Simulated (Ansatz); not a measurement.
# The cluster Al₁₂P₁₂: single points with varied inputs

How do the results and run time of the cluster Al₁₂P₁₂ respond when the settings are drawn wide?

Program: Ansatz 0.2.0, Gaussian basis. Level of theory: the settings change from run to run. These are calculated values, not measurements.

## 1. The geometry

An earlier r2SCAN-D4/def2-SVP relaxation fixed the geometry.

24 atoms, charge 0, spin multiplicity 1.

Atoms are counted from 1 here; the program's logs count them from 0.

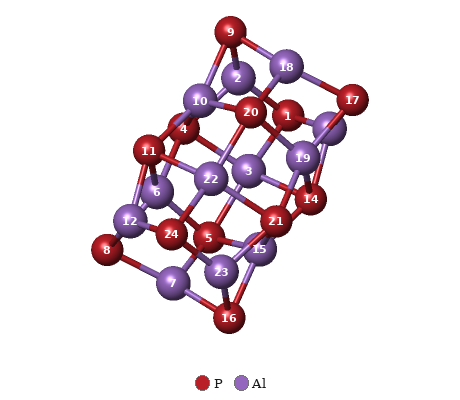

The geometry (phosphorus red, aluminium purple); atoms are numbered from 1 in the order of the file.

## 2. PBEsol/6-31G

Options: charge +1, multiplicity 2, density fitting with def2-universal-jkfit, the search for lower states set to full.

Input file in.yaml:

```yaml
crystal:
  periodic: [false, false, false]
  atoms:
    - {symbol: P, position_ang: [-0.012502, -2.530533, -3.655385]}
    - {symbol: Al, position_ang: [-1.646314, -0.941007, -3.310122]}
    - {symbol: Al, position_ang: [-0.006157, -2.136831, -1.255747]}
    - {symbol: P, position_ang: [-2.289487, -1.316504, -1.109921]}
    - {symbol: P, position_ang: [-0.000933, -2.639371, 1.113749]}
    - {symbol: Al, position_ang: [-1.848932, -1.065670, 1.258021]}
    - {symbol: Al, position_ang: [0.004017, -1.891450, 3.312755]}
    - {symbol: P, position_ang: [-2.187284, -1.263709, 3.657830]}
    - {symbol: P, position_ang: [-2.199666, 1.271502, -3.647249]}
    - {symbol: Al, position_ang: [-1.850670, 1.071170, -1.249273]}
    - {symbol: P, position_ang: [-2.281215, 1.322754, 1.119912]}
    - {symbol: Al, position_ang: [-1.628313, 0.946824, 3.317063]}
    - {symbol: Al, position_ang: [1.628217, -0.946439, -3.317821]}
    - {symbol: P, position_ang: [2.280488, -1.323142, -1.120580]}
    - {symbol: Al, position_ang: [1.851872, -1.071955, 1.250411]}
    - {symbol: P, position_ang: [2.198572, -1.270543, 3.649304]}
    - {symbol: P, position_ang: [2.186625, 1.264293, -3.658243]}
    - {symbol: Al, position_ang: [-0.004633, 1.891661, -3.312314]}
    - {symbol: Al, position_ang: [1.849259, 1.065549, -1.258194]}
    - {symbol: P, position_ang: [0.002510, 2.639531, -1.113211]}
    - {symbol: P, position_ang: [2.290617, 1.314593, 1.110066]}
    - {symbol: Al, position_ang: [0.006277, 2.135917, 1.254971]}
    - {symbol: Al, position_ang: [1.645742, 0.941761, 3.310097]}
    - {symbol: P, position_ang: [0.011900, 2.531590, 3.653893]}
basis:
  gaussian: {orbitals: 6-31G, fitting: {mean_field: def2-universal-jkfit}}
total_charge: 1
magnetization: {spin_polarized: true, initial_magnetization: 1}
hamiltonian: {xc: {name: PBEsol}}
scf: {lower_state_search: full}
output: {forces: true}
```

On the command line:

```bash
$ ansatz run in.yaml --threads 2 --pin off --events-out ev --progress --plain --max-ram 22528MiB --backend cuda --devices 0, --max-vram 18GiB
```

Log, cut to the lines that bear on the results:

```text
Functional definition: PBEsol
  name "PBEsol"
  cite "Perdew et al., Phys. Rev. Lett. 100, 136406 (2008) doi:10.1103/PhysRevLett.100.136406"
  cite "Perdew, Burke & Ernzerhof, Phys. Rev. Lett. 77, 3865 (1996) doi:10.1103/PhysRevLett.77.3865"
  parent pbesol
[...]
3072 factors; integrals over basis functions are off by at most 1.3e-4 eV
[...]
mean field -190180.64340014 eV, -6989.0097358851 hartree, gradient 2.8e-9 eV, S^2 0.751275; 12 other end points of the search recorded, 0 dependent functions left out
[...]
reference -190180.64347087 eV, -6989.0097384846 hartree; 168, 167 occupied and 144, 145 virtual orbitals, 3072 factors
Total energy: -190180.64347087 eV, -6989.0097384846 hartree
Atom 0 at    -0.012502    -2.530533    -3.655385 Å, force    -0.030751    -0.954822    -0.568032 eV/Å
Atom 1 at    -1.646314    -0.941007    -3.310122 Å, force    -0.351049    -0.425501    -0.983787 eV/Å
Atom 2 at    -0.006157    -2.136831    -1.255747 Å, force     0.261267    -0.496577     0.145123 eV/Å
Atom 3 at    -2.289487    -1.316504    -1.109921 Å, force    -0.489785    -0.184824     0.406903 eV/Å
Atom 4 at    -0.000933    -2.639371     1.113749 Å, force     0.080044    -0.521792    -0.404779 eV/Å
Atom 5 at    -1.848932    -1.065670     1.258021 Å, force    -0.561035    -0.015735    -0.152132 eV/Å
Atom 6 at     0.004017    -1.891450     3.312755 Å, force    -0.191653    -0.516575     0.984855 eV/Å
[...]
Atom 8 at    -2.199666     1.271502    -3.647249 Å, force    -0.877552     0.508487    -0.552987 eV/Å
Atom 9 at    -1.850670     1.071170    -1.249273 Å, force    -0.437066     0.247111     0.450052 eV/Å
Atom 10 at    -2.281215     1.322754     1.119912 Å, force    -0.228884     0.131981    -0.418273 eV/Å
Atom 11 at    -1.628313     0.946824     3.317063 Å, force    -0.406171     0.240995     1.020616 eV/Å
Atom 12 at     1.628217    -0.946439    -3.317821 Å, force     0.405936    -0.240342    -1.021572 eV/Å
Atom 13 at     2.280488    -1.323142    -1.120580 Å, force     0.228946    -0.131617     0.422263 eV/Å
Atom 14 at     1.851872    -1.071955     1.250411 Å, force     0.438784    -0.249569    -0.453481 eV/Å
Atom 15 at     2.198572    -1.270543     3.649304 Å, force     0.877530    -0.508442     0.551943 eV/Å
Atom 16 at     2.186625     1.264293    -3.658243 Å, force     0.814041     0.502331    -0.568472 eV/Å
Atom 17 at    -0.004633     1.891661    -3.312314 Å, force     0.190232     0.516495    -0.984702 eV/Å
Atom 18 at     1.849259     1.065549    -1.258194 Å, force     0.561990     0.015077     0.151344 eV/Å
Atom 19 at     0.002510     2.639531    -1.113211 Å, force    -0.081642     0.522243     0.403090 eV/Å
Atom 20 at     2.290617     1.314593     1.110066 Å, force     0.488380     0.187403    -0.406780 eV/Å
Atom 21 at     0.006277     2.135917     1.254971 Å, force    -0.260544     0.494387    -0.144054 eV/Å
Atom 22 at     1.645742     0.941761     3.310097 Å, force     0.350540     0.427205     0.984786 eV/Å
Atom 23 at     0.011900     2.531590     3.653893 Å, force     0.032190     0.955236     0.568982 eV/Å
Dipole moment:     0.000437    -0.000315     0.000119 e Å
```

It took 76 s on 1 × H100 (card shared with other runs) with 2 threads of AMD EPYC 7R13, shared host; peak host memory 1.2 GiB.

Largest force 1.155 eV/Å, ⟨S²⟩ 0.751.

## 3. rPW86-PBE/6-31G

Options: a point charge of -1.00 e beside it, D3(BJ) dispersion.

in.yaml: that of step 2 with these lines changed.

```diff
@@ -28,7 +28,4 @@
 basis:
-  gaussian: {orbitals: 6-31G, fitting: {mean_field: def2-universal-jkfit}}
-total_charge: 1
-magnetization: {spin_polarized: true, initial_magnetization: 1}
-hamiltonian: {xc: {name: PBEsol}}
-scf: {lower_state_search: full}
-output: {forces: true}
+  gaussian: {orbitals: 6-31G, point_charges: [{charge: -1.00, position_ang: [5.461, 0.481, 0.915]}]}
+hamiltonian: {xc: {name: rPW86-PBE}, dispersion: d3bj}
+scf: {omitted_lower_state_checks: [starts]}
```

Same command.

Log:

```text
Functional definition: rPW86-PBE
  name "rPW86-PBE"
  cite "Murray, Lee & Langreth, J. Chem. Theory Comput. 5, 2754 (2009) doi:10.1021/ct900365q"
  cite "Perdew, Burke & Ernzerhof, Phys. Rev. Lett. 77, 3865 (1996) doi:10.1103/PhysRevLett.77.3865"
  parent pbe
  exchange = rpw86_x
  correlation = pbe_c
these checks for a lower state are left out or cut short: starts
4068 factors; their error is unknown
mean field evaluation 1: about -190799.8631 eV, gradient 6.6e1 eV
mean field evaluation 2: about -190669.4999 eV, gradient 1.9e2 eV
mean field evaluation 4: about -190815.7807 eV, gradient 2.3e1 eV
mean field evaluation 8: about -190818.0193 eV, gradient 9.9e-1 eV
mean field evaluation 16: about -190817.7424 eV, gradient 1.7e-2 eV
mean field -190817.74236325 eV, -7012.4226909382 hartree, gradient 5.6e-5 eV, S^2 0.000000; 0 other end points of the search recorded, 0 dependent functions left out
reference -190817.74253837 eV, -7012.4226973739 hartree; 168, 168 occupied and 144, 144 virtual orbitals, 4068 factors
Total energy: -190821.24965085 eV, -7012.5515813801 hartree
Checks for a lower state left out: starts
```

Run time: 6 s. Hardware: 1 × H100 (card shared with other runs) with 2 threads of AMD EPYC 7R13, shared host; peak host memory 1.3 GiB.

## 4. rPW86-PBE/STO-3G

This run has unrestricted orbitals, density fitting with def2-universal-jkfit.

in.yaml: that of step 3 with these lines changed.

```diff
@@ -28,4 +28,5 @@
 basis:
-  gaussian: {orbitals: 6-31G, point_charges: [{charge: -1.00, position_ang: [5.461, 0.481, 0.915]}]}
-hamiltonian: {xc: {name: rPW86-PBE}, dispersion: d3bj}
-scf: {omitted_lower_state_checks: [starts]}
+  gaussian: {orbitals: STO-3G, fitting: {mean_field: def2-universal-jkfit}}
+magnetization: {spin_polarized: true, initial_magnetization: 0}
+hamiltonian: {xc: {name: rPW86-PBE}}
+output: {forces: true}
```

Launched as before.

Log, cut to the lines that bear on the results:

```text
Functional definition: rPW86-PBE
  name "rPW86-PBE"
  cite "Murray, Lee & Langreth, J. Chem. Theory Comput. 5, 2754 (2009) doi:10.1021/ct900365q"
  cite "Perdew, Burke & Ernzerhof, Phys. Rev. Lett. 77, 3865 (1996) doi:10.1103/PhysRevLett.77.3865"
  parent pbe
[...]
3072 factors; integrals over basis functions are off by at most 8.1e-3 eV
[...]
mean field -188608.34671076 eV, -6931.2288982914 hartree, gradient 5.4e-5 eV, S^2 0.000000; 4 other end points of the search recorded, 0 dependent functions left out
[...]
reference -188608.34685693 eV, -6931.2289036629 hartree; 168, 168 occupied and 48, 48 virtual orbitals, 3072 factors
Total energy: -188608.34685693 eV, -6931.2289036629 hartree
Atom 0 at    -0.012502    -2.530533    -3.655385 Å, force     0.005379     1.131562     1.309393 eV/Å
Atom 1 at    -1.646314    -0.941007    -3.310122 Å, force     0.224705     0.128188     0.447092 eV/Å
[...]
Atom 14 at     1.851872    -1.071955     1.250411 Å, force    -0.386701     0.224709     0.657612 eV/Å
Atom 15 at     2.198572    -1.270543     3.649304 Å, force    -0.982378     0.567970    -1.308736 eV/Å
Atom 16 at     2.186625     1.264293    -3.658243 Å, force    -0.978031    -0.565981     1.311332 eV/Å
Atom 17 at    -0.004633     1.891661    -3.312314 Å, force     0.000646    -0.257411     0.446003 eV/Å
Atom 18 at     1.849259     1.065549    -1.258194 Å, force    -0.390894    -0.222622    -0.656819 eV/Å
Atom 19 at     0.002510     2.639531    -1.113211 Å, force    -0.006276    -2.397873    -0.578185 eV/Å
Atom 20 at     2.290617     1.314593     1.110066 Å, force    -2.078053    -1.194210     0.580332 eV/Å
Atom 21 at     0.006277     2.135917     1.254971 Å, force     0.000340    -0.451965     0.657268 eV/Å
Atom 22 at     1.645742     0.941761     3.310097 Å, force    -0.224314    -0.128588    -0.445973 eV/Å
Atom 23 at     0.011900     2.531590     3.653893 Å, force    -0.003981    -1.131516    -1.306759 eV/Å
Dipole moment:     0.000031    -0.000087    -0.000249 e Å
```

It took 15 s on 1 × H100 (card shared with other runs) with 2 threads of AMD EPYC 7R13, shared host; peak host memory 1.4 GiB.

Largest force 2.467 eV/Å, dipole 0.00 D, ⟨S²⟩ 0.000.

## 5. PBE0/6-31G

Set apart from the defaults: charge -1, multiplicity 2, D3(BJ) dispersion.

in.yaml: that of step 4 with these lines changed.

```diff
@@ -28,5 +28,6 @@
 basis:
-  gaussian: {orbitals: STO-3G, fitting: {mean_field: def2-universal-jkfit}}
-magnetization: {spin_polarized: true, initial_magnetization: 0}
-hamiltonian: {xc: {name: rPW86-PBE}}
-output: {forces: true}
+  gaussian: {orbitals: 6-31G}
+total_charge: -1
+magnetization: {spin_polarized: true, initial_magnetization: 1}
+hamiltonian: {xc: {name: PBE0}, dispersion: d3bj}
+scf: {omitted_lower_state_checks: [starts]}
```

Same command.

Log, cut to the lines that bear on the results:

```text
Functional definition: PBE0
  name "PBE0"
  cite "Adamo & Barone, J. Chem. Phys. 110, 6158 (1999) doi:10.1063/1.478522"
  cite "Perdew, Burke & Ernzerhof, Phys. Rev. Lett. 77, 3865 (1996) doi:10.1103/PhysRevLett.77.3865"
  parent pbe
[...]
3336 factors; integrals over basis functions are off by at most 5.2e-5 eV
[...]
mean field -190551.07892060 eV, -7002.6229901718 hartree, gradient 7.7e-6 eV, S^2 0.761459; 1 other end points of the search recorded, 0 dependent functions left out
reference -190551.07896961 eV, -7002.6229919729 hartree; 169, 168 occupied and 143, 144 virtual orbitals, 3336 factors
Total energy: -190554.44389057 eV, -7002.7466505375 hartree
Checks for a lower state left out: starts
```

Run time: 19 s. Hardware: 1 × H100 (card shared with other runs) with 2 threads of AMD EPYC 7R13, shared host; peak host memory 1.1 GiB.

⟨S²⟩ 0.761.

## 6. The runs in one table

| level | charge | multiplicity | geometry | functions | energy (eV) | time |
| --- | --- | --- | --- | --- | --- | --- |
| PBEsol/6-31G | 1 | 2 | relaxed | 312 | -190180.643 | 76 s |
| rPW86-PBE/6-31G | 0 | 1 | relaxed, point charge | 312 | -190821.250 | 6 s |
| rPW86-PBE/STO-3G | 0 | 1 | relaxed | 216 | -188608.347 | 15 s |
| PBE0/6-31G | -1 | 2 | relaxed | 312 | -190554.444 | 19 s |

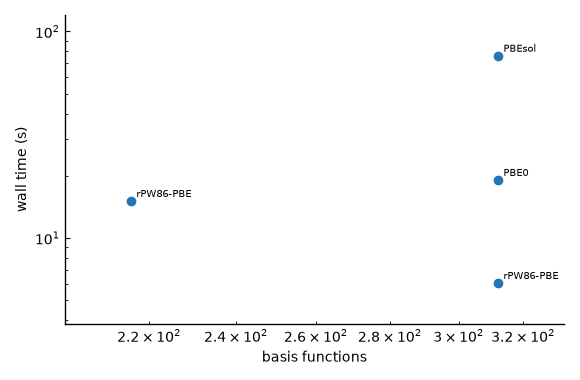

Wall time against the number of basis functions (shared host).

## 7. What came out

```
quantity                 value
    runs                     4
quickest  rPW86-PBE/6-31G, 6 s
 slowest    PBEsol/6-31G, 76 s
```

The runs differ in state or geometry as well as level, so their energies can't be set against each other. Run time spans a factor of 13, from rPW86-PBE/6-31G to PBEsol/6-31G. The jobs differ in tasks and options as well as level. At the r2SCAN-D4/def2-SVP geometry and in the same state, runs without warnings or point charges leave forces up to 2.47 eV/Å (rPW86-PBE/STO-3G).
